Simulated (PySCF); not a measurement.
**[Ce(NH3)6]3+: how settings move a single point**

Aim: repeat the single point on relaxed [Ce(NH3)6]3+ with altered settings, some of them bad on purpose. It is a constructed species; whether it can be made isn't addressed.

Program: PySCF 2.14.0. Level of theory: PBE0, Ce lcecp-1-SVP with ECP47, N def2-SVP, H def2-SVP; scalar-relativistic core potentials, no spin–orbit coupling. These are calculated values, not measurements.

4 further runs of the same task are left out: 2 for a known fault of the program, 2 that didn't finish.

### Step 1. Where the work starts

25 atoms, charge 3, spin multiplicity 1.

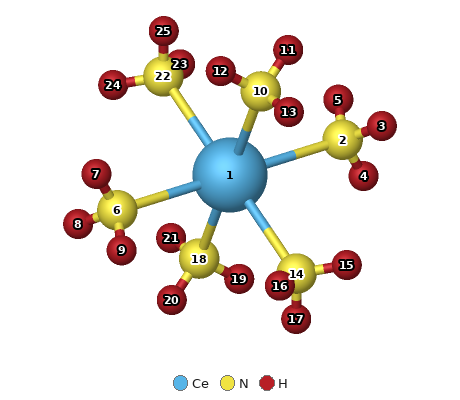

The structure; cerium blue, nitrogen yellow, hydrogen red; atoms are numbered from 1 in the order of the file.

Geometry (Å):

```xyz
25
CeH18N6
Ce    0.0000    0.0000    0.0000
N     0.0056    0.0082    2.6791
H     0.8112    0.4741    3.1182
H    -0.7975    0.4737    3.1229
H     0.0072   -0.9193    3.1246
N    -0.0056   -0.0082   -2.6791
H     0.7975   -0.4737   -3.1229
H    -0.8112   -0.4741   -3.1182
H    -0.0072    0.9193   -3.1246
N     2.6786   -0.0012    0.0021
H     3.1203   -0.4645    0.8078
H     3.1242   -0.4645   -0.8013
H     3.1191    0.9288    0.0021
N     0.0011    2.6786    0.0072
H     0.4496    3.1180    0.8225
H     0.4792    3.1264   -0.7864
H    -0.9287    3.1190   -0.0073
N    -2.6786    0.0012   -0.0021
H    -3.1242    0.4645    0.8013
H    -3.1203    0.4645   -0.8078
H    -3.1191   -0.9288   -0.0021
N    -0.0011   -2.6786   -0.0072
H    -0.4792   -3.1264    0.7864
H    -0.4496   -3.1180   -0.8225
H     0.9287   -3.1190    0.0073
```

Formal oxidation states: Ce +3. Each metal's 1 4f electrons lie in its core potential, so multiplicities, spins and levels count the valence alone. An earlier session relaxed this geometry at PBE0, Ce lcecp-1-SVP with ECP47, N def2-SVP, H def2-SVP (singlet, point group Ci).

The sound run used a (50, 194) grid (finer on f atoms), a threshold of 1e-8 and at most 55 cycles, and ended at -370.193144 Eh.

### Step 2. Try 1

The input, run.py (the lines that set the calculation):

```python
mol = gto.M(atom='''
Ce     0.00000     0.00000     0.00000
N      0.00565     0.00821     2.67909
H      0.81122     0.47406     3.11824
H     -0.79755     0.47370     3.12287
H      0.00724    -0.91928     3.12464
N     -0.00565    -0.00821    -2.67909
H      0.79755    -0.47370    -3.12287
H     -0.81122    -0.47406    -3.11824
H     -0.00724     0.91928    -3.12464
N      2.67858    -0.00118     0.00208
H      3.12028    -0.46447     0.80780
H      3.12419    -0.46452    -0.80130
H      3.11905     0.92879     0.00213
N      0.00114     2.67856     0.00717
H      0.44958     3.11798     0.82247
H      0.47916     3.12636    -0.78641
H     -0.92875     3.11900    -0.00730
N     -2.67858     0.00118    -0.00208
H     -3.12419     0.46452     0.80130
H     -3.12028     0.46447    -0.80780
H     -3.11905    -0.92879    -0.00213
N     -0.00114    -2.67856    -0.00717
H     -0.47916    -3.12636     0.78641
H     -0.44958    -3.11798    -0.82247
H      0.92875    -3.11900     0.00730''',
    basis={'Ce': 'lcecp-1-SVP', 'N': 'def2-SVP', 'H': 'def2-SVP'},
    ecp={'Ce': 'lcecp-1-SVP'},
    charge=3, spin=0)
mf = dft.RKS(mol, xc='PBE0')
mf.grids.atom_grid = (50, 194)  # f atoms: unpruned, at least (60, 302)
mf = mf.density_fit()  # fitting sets: Ce AutoAux, N def2-universal-JKFIT, H def2-universal-JKFIT
mf.conv_tol = 1e-06; mf.max_cycle = 55
mf.kernel(dm0)  # dm0: free metal ions and neutral atoms
```

The run is started by

```
$ OMP_NUM_THREADS=4 python run.py
```

The program printed:

```text
init E= -362.758020077816
  HOMO = -0.975618108856625  LUMO = -0.637512632787503  gap/eV = 9.20032
cycle= 1 E= -369.23244764253  delta_E= -6.47  |g|= 2.15  |ddm|=  4.2
  HOMO = -0.546938340688204  LUMO = -0.400309896525382  gap/eV = 3.98996
cycle= 2 E= -368.561358190934  delta_E= 0.671  |g|= 2.64  |ddm|= 3.85
  HOMO = -0.768289860676404  LUMO = -0.4521358741761  gap/eV = 8.60299
cycle= 3 E= -370.188395080452  delta_E= -1.63  |g|= 0.134  |ddm|= 2.46
  HOMO = -0.76887948045774  LUMO = -0.476541676756284  gap/eV = 7.95492
cycle= 4 E= -370.19289613143  delta_E= -0.0045  |g|= 0.0288  |ddm|= 0.207
  HOMO = -0.764615954389156  LUMO = -0.467186467259939  gap/eV = 8.09347
cycle= 5 E= -370.193143069079  delta_E= -0.000247  |g|= 0.00151  |ddm|= 0.0477
  HOMO = -0.765017314976374  LUMO = -0.467957490868214  gap/eV = 8.08341
cycle= 6 E= -370.193143799206  delta_E= -7.3e-07  |g|= 0.000287  |ddm|= 0.00391
  HOMO = -0.765005199377425  LUMO = -0.467822697674548  gap/eV = 8.08675
Extra cycle  E= -370.193143808353  delta_E= -9.15e-09  |g|= 0.000274  |ddm|= 0.000948
converged SCF energy = -370.193143808353
```

Wall time 15 s (4 threads of Arm Neoverse V1, shared host).

Changed: the SCF threshold (1e-06). It converges in 6 cycles, at the sound run's energy within 0.001 eV, with a largest force component of 0.00 eV/Å. The result survives the change.

### Step 3. Try 2

run.py (the lines that set the calculation): that of step 2 with these lines changed.

```diff
@@ -30,5 +30,5 @@
 mf = dft.RKS(mol, xc='PBE0')
-mf.grids.atom_grid = (50, 194)  # f atoms: unpruned, at least (60, 302)
+mf.grids.atom_grid = (99, 590)  # f atoms: unpruned, at least (60, 302)
 mf = mf.density_fit()  # fitting sets: Ce AutoAux, N def2-universal-JKFIT, H def2-universal-JKFIT
-mf.conv_tol = 1e-06; mf.max_cycle = 55
+mf.conv_tol = 1e-08; mf.max_cycle = 55
 mf.kernel(dm0)  # dm0: free metal ions and neutral atoms
```

The run is started by

```
$ OMP_NUM_THREADS=4 python run.py
```

The program printed:

```text
init E= -362.757973623232
  HOMO = -0.975617184090477  LUMO = -0.637503400648717  gap/eV = 9.20054
cycle= 1 E= -369.232441993816  delta_E= -6.47  |g|= 2.15  |ddm|=  4.2
  HOMO = -0.546936308053422  LUMO = -0.400278067951456  gap/eV = 3.99077
cycle= 2 E= -368.56134248667  delta_E= 0.671  |g|= 2.64  |ddm|= 3.85
  HOMO = -0.768292211586719  LUMO = -0.452117766341576  gap/eV = 8.60354
cycle= 3 E= -370.188406612095  delta_E= -1.63  |g|= 0.134  |ddm|= 2.46
  HOMO = -0.768879273474511  LUMO = -0.476510042017438  gap/eV = 7.95577
cycle= 4 E= -370.192905767988  delta_E= -0.0045  |g|= 0.0288  |ddm|= 0.207
  HOMO = -0.7646153419714  LUMO = -0.467150752826894  gap/eV = 8.09442
cycle= 5 E= -370.193152681513  delta_E= -0.000247  |g|= 0.00151  |ddm|= 0.0477
  HOMO = -0.765016807927719  LUMO = -0.467922426855961  gap/eV = 8.08435
cycle= 6 E= -370.193153413981  delta_E= -7.32e-07  |g|= 0.000287  |ddm|= 0.00392
  HOMO = -0.765004975098025  LUMO = -0.467830199629582  gap/eV = 8.08654
cycle= 7 E= -370.19315343986  delta_E= -2.59e-08  |g|= 0.000115  |ddm|= 0.000642
  HOMO = -0.765003569254047  LUMO = -0.467830664607908  gap/eV = 8.08649
cycle= 8 E= -370.193153442468  delta_E= -2.61e-09  |g|= 3.31e-05  |ddm|= 0.000108
  HOMO = -0.765006255291867  LUMO = -0.467834800140569  gap/eV = 8.08645
Extra cycle  E= -370.19315344233  delta_E= 1.37e-10  |g|= 4.21e-05  |ddm|= 6.2e-05
converged SCF energy = -370.19315344233
```

It took 44 s on 4 threads of Arm Neoverse V1, shared host.

Changed: the integration grid, to (99, 590). It converges in 8 cycles, at the sound run's energy within 0.001 eV, with a largest force component of 0.00 eV/Å. The result survives the change.

### Step 4. Try 3

The input, run.py (the lines that set the calculation):

```python
mol = gto.M(atom='''
Ce     0.00000     0.00000     0.00000
N      0.00531     0.00772     2.51834
H      0.76254     0.44562     2.93114
H     -0.74969     0.44527     2.93550
H      0.00681    -0.86412     2.93716
N     -0.00531    -0.00772    -2.51834
H      0.74969    -0.44527    -2.93550
H     -0.76254    -0.44562    -2.93114
H     -0.00681     0.86412    -2.93716
N      2.51787    -0.00111     0.00196
H      2.93306    -0.43660     0.75933
H      2.93673    -0.43665    -0.75322
H      2.93191     0.87307     0.00200
N      0.00107     2.51784     0.00674
H      0.42260     2.93090     0.77312
H      0.45041     2.93878    -0.73923
H     -0.87302     2.93186    -0.00686
N     -2.51787     0.00111    -0.00196
H     -2.93673     0.43665     0.75322
H     -2.93306     0.43660    -0.75933
H     -2.93191    -0.87307    -0.00200
N     -0.00107    -2.51784    -0.00674
H     -0.45041    -2.93878     0.73923
H     -0.42260    -2.93090    -0.77312
H      0.87302    -2.93186     0.00686''',
    basis={'Ce': 'lcecp-1-SVP', 'N': 'def2-SVP', 'H': 'def2-SVP'},
    ecp={'Ce': 'lcecp-1-SVP'},
    charge=3, spin=0)
mf = dft.RKS(mol, xc='PBE0')
mf.grids.atom_grid = (50, 194)  # f atoms: unpruned, at least (60, 302)
mf = mf.density_fit()  # fitting sets: Ce AutoAux, N def2-universal-JKFIT, H def2-universal-JKFIT
mf.conv_tol = 1e-08; mf.max_cycle = 55
mf.kernel(dm0)  # dm0: free metal ions and neutral atoms
```

The run is started by

```
$ OMP_NUM_THREADS=4 python run.py
```

The program printed:

```text
init E= -363.440037900571
  HOMO = -1.02041330688941  LUMO = -0.662160666838866  gap/eV = 9.74855
cycle= 1 E= -369.143984506068  delta_E= -5.7  |g|= 2.21  |ddm|= 4.49
  HOMO = -0.559649933740763  LUMO = -0.380037476445975  gap/eV = 4.88750
cycle= 2 E= -368.759445511764  delta_E= 0.385  |g|= 2.48  |ddm|= 3.86
  HOMO = -0.785969054821594  LUMO = -0.454222064125319  gap/eV = 9.02730
cycle= 3 E= -370.108173486141  delta_E= -1.35  |g|= 0.111  |ddm|= 2.38
  HOMO = -0.785281972757519  LUMO = -0.470690266012637  gap/eV = 8.56048
cycle= 4 E= -370.111031398588  delta_E= -0.00286  |g|= 0.0262  |ddm|= 0.17
  HOMO = -0.78142308783807  LUMO = -0.462881848060552  gap/eV = 8.66795
cycle= 5 E= -370.111223382305  delta_E= -0.000192  |g|= 0.00139  |ddm|= 0.0422
  HOMO = -0.781812088541468  LUMO = -0.463518991894322  gap/eV = 8.66120
cycle= 6 E= -370.111223940637  delta_E= -5.58e-07  |g|= 0.000185  |ddm|= 0.00331
  HOMO = -0.781796776592101  LUMO = -0.463459682221842  gap/eV = 8.66239
cycle= 7 E= -370.111223951186  delta_E= -1.05e-08  |g|= 7.18e-05  |ddm|= 0.000443
  HOMO = -0.78179891677632  LUMO = -0.463462242459244  gap/eV = 8.66238
cycle= 8 E= -370.111223952142  delta_E= -9.57e-10  |g|= 2.38e-05  |ddm|= 7.41e-05
  HOMO = -0.781799437122309  LUMO = -0.463465201354551  gap/eV = 8.66232
Extra cycle  E= -370.111223952111  delta_E= 3.16e-11  |g|= 2.76e-05  |ddm|= 4.42e-05
converged SCF energy = -370.111223952111
```

It took 18 s on 4 threads of Arm Neoverse V1, shared host.

Changed: the scale of all coordinates (0.94). It converges in 8 cycles, +2.229 eV from the sound run, with a largest force component of 2.95 eV/Å. The setting is unsound, so these numbers aren't the compound's.

### Step 5. Side by side

| run | changed | ending | energy change (eV) | cycles | time | usable |
| --- | --- | --- | --- | --- | --- | --- |
| 1 | the SCF threshold | converged | 0.000 | 6 | 15 s | yes |
| 2 | the integration grid | converged | 0.000 | 8 | 44 s | yes |
| 3 | the scale of all coordinates | converged | +2.229 | 8 | 18 s | no |

2 of 3 altered runs give a usable result. 1 ended normally with numbers unfit to quote.
